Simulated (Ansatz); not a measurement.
# BH₈NOSi: what the fields show

The calculation's input:

```
crystal:
  periodic: [false, false, false]
  atoms:
    - {symbol: B, position_ang: [0.846135, -0.765809, 0.149527]}
    - {symbol: N, position_ang: [1.689207, 0.322925, -0.551564]}
    - {symbol: H, position_ang: [1.345112, -1.248757, 1.128740]}
    - {symbol: H, position_ang: [0.274182, -1.513064, -0.606671]}
    - {symbol: H, position_ang: [0.553224, 0.916270, 0.028691]}
    - {symbol: O, position_ang: [-0.229527, 0.383654, 0.644488]}
    - {symbol: Si, position_ang: [-1.854324, 0.289585, 0.299101]}
    - {symbol: H, position_ang: [2.594900, 0.528433, -0.155934]}
    - {symbol: H, position_ang: [1.756009, 0.279554, -1.557645]}
    - {symbol: H, position_ang: [-2.493339, 1.540079, 0.777144]}
    - {symbol: H, position_ang: [-2.067653, 0.150260, -1.164806]}
    - {symbol: H, position_ang: [-2.413925, -0.883229, 1.008828]}
basis:
  gaussian: {orbitals: def2-TZVPP}
hamiltonian: {xc: pbe0, dispersion: d4}
output: {orbitals: {seedname: orbitals}}
```

Run with:

```sh
ansatz run in.yaml --threads 4 --pin off --events-out ev --progress --plain --max-ram 9574MiB
```

A transition-state structure; geometry: PBE0-D4/def2-TZVP.

Computed with Ansatz 0.2.0, RKS PBE0-D4/def2-TZVPP.

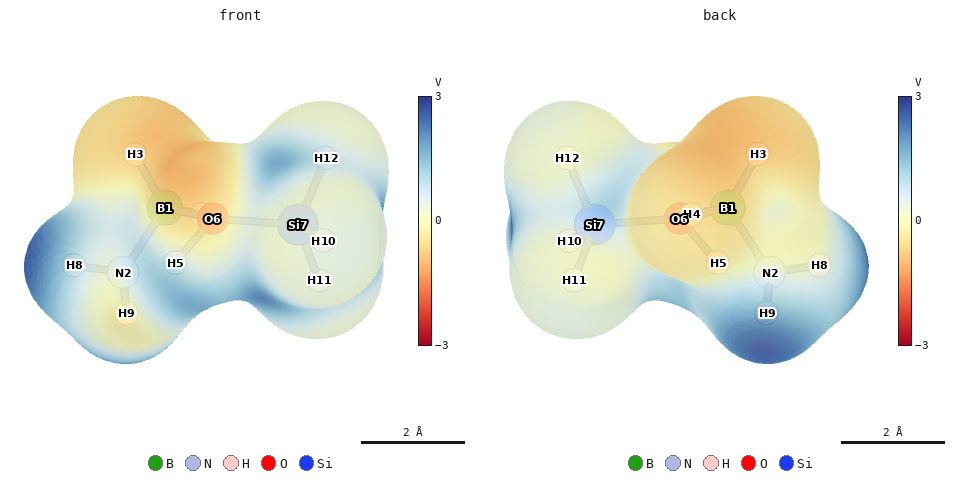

Figure 1. The molecular electrostatic potential painted on the density surface at 0.004 e/bohr³, seen from the front and from behind; red is negative and blue positive.

**Which sites attract a positive test charge, and which a negative one?**

A positive charge is drawn to the negative regions and a negative charge to the positive ones. The most negative region (about −1.0 V) lies over O6, the most positive (about +2.6 V) over Si7, H8 and H9. O6 is the likeliest acceptor of a hydrogen bond.

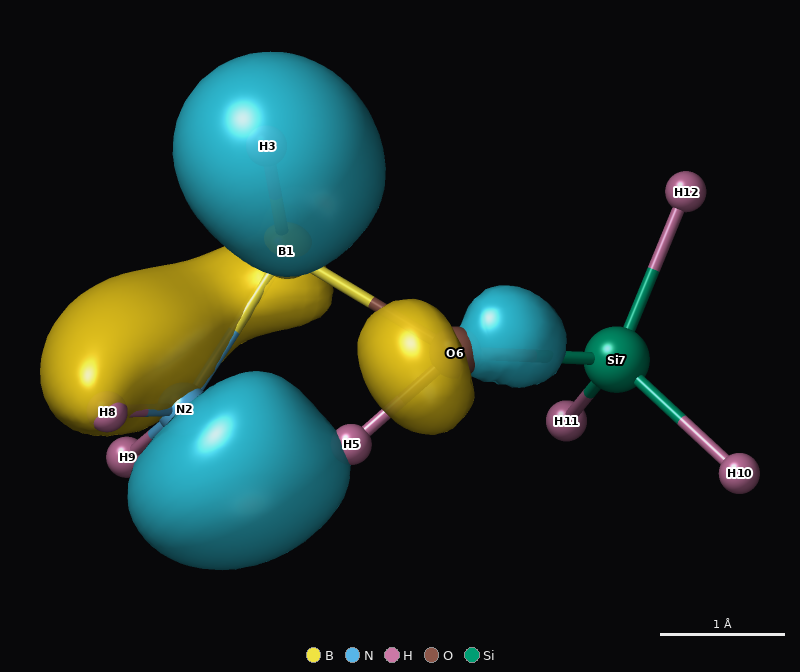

Figure 2. The HOMO−1 at ±0.15 Å⁻³ᐟ² (yellow and cyan are the two phases), seen at a tilt.

**What is the character of this orbital?**

By Hirshfeld shares it lies mainly on N2 (about 40 %), B1 (about 15 %), H3 (about 15 %) and O6 (about 10 %). Its energy is −8.36 eV.

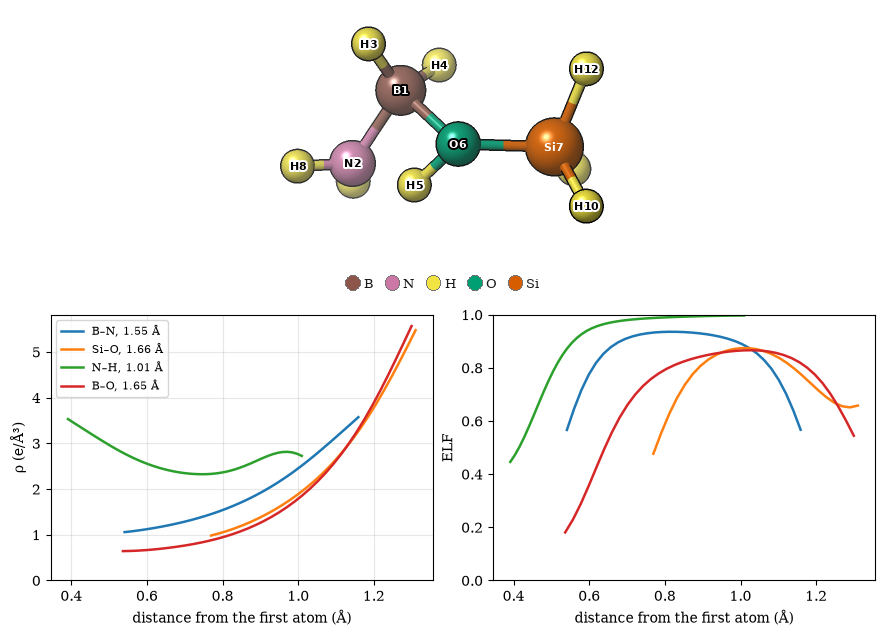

Figure 3. Electron density and ELF along straight lines between neighbouring atoms. The curves leave out the atomic cores. The structure is drawn too.

**What can be read from the curves?**

B–N (1.55 Å): the density is about 1.5 e/Å³ at the midpoint; the ELF peaks at about 0.95 between the atoms; a shared but strongly polarised pair.
Si–O (1.66 Å): ρ is about 1.1 e/Å³ halfway; the ELF peaks at about 0.85 between the atoms: a shared but strongly polarised pair.
N–H (1.01 Å): ρ at the midpoint is about 2.9 e/Å³; the ELF climbs to about 1 towards the hydrogen, as it does in any bond to H: a covalent bond by its length.
B–O (1.65 Å): the density is about 1 e/Å³ at the midpoint; the ELF peaks at about 0.85 between the atoms (a polar covalent bond).
